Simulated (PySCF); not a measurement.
C₅H₇NO₂Si

Input file:

```
{"job": {"kind": "nmr", "xc": "PBE0", "basis": "pcSseg-1"}, "charge": 0, "multiplicity": 1}
N     -1.966876     0.011230     2.233543
C     -1.661334    -0.087053     1.136100
C     -1.272401    -0.197809    -0.243707
C     -0.403880    -1.459897    -0.464416
O      0.814760    -1.390935     0.205452
Si     1.807634    -0.105602     0.242863
C      0.617004     1.411107     0.226759
C     -0.446678     1.012341    -0.715965
O     -0.610644     1.464124    -1.821474
H     -2.170187    -0.283920    -0.865907
H     -0.235265    -1.575712    -1.541930
H     -0.933782    -2.342747    -0.090156
H      2.492213    -0.284540     1.507215
H      2.650617    -0.033139    -0.949623
H      1.095828     2.330493    -0.099924
H      0.215392     1.541004     1.229758
```

Run with:

```sh
OMP_NUM_THREADS=1 python probes_run.py task.json out
```

Geometry: GFN2-xTB.

The calculation used PySCF 2.14.0, PBE0/pcSseg-1, SCF density, gas phase, non-relativistic.

Question: Predict the electron density and electron localisation function between the atoms.

Answer: C–N (1.14 Å): the density is about 3.6 e/Å³ at the midpoint; the ELF peaks at about 0.85 between the atoms: a multiple bond.
C–C (1.44 Å): the density is about 1.8 e/Å³ at the midpoint; the ELF peaks at about 0.95 between the atoms (a covalent bond).
C–H (1.10 Å): the density is about 2 e/Å³ at the midpoint; the ELF climbs to about 1 towards the hydrogen, as it does in any bond to H: a covalent bond by its length.

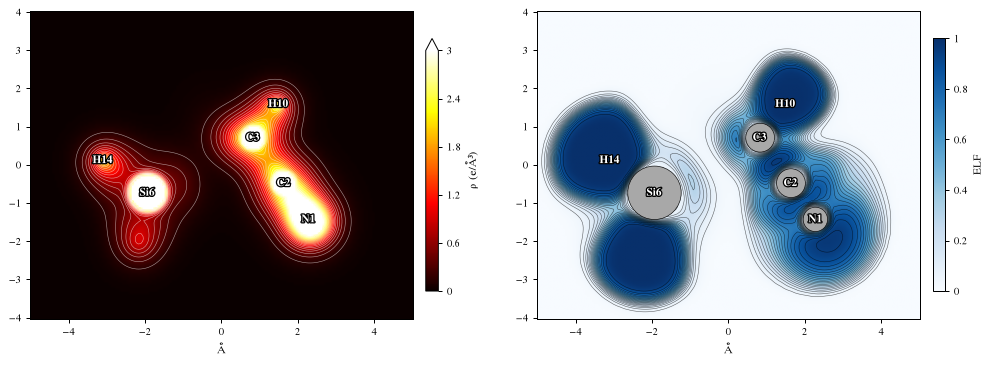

Computed electron density and electron localisation function on the plane of atoms C2, C3 and H10, in this order. Grey discs cover the atomic cores in the ELF map. 
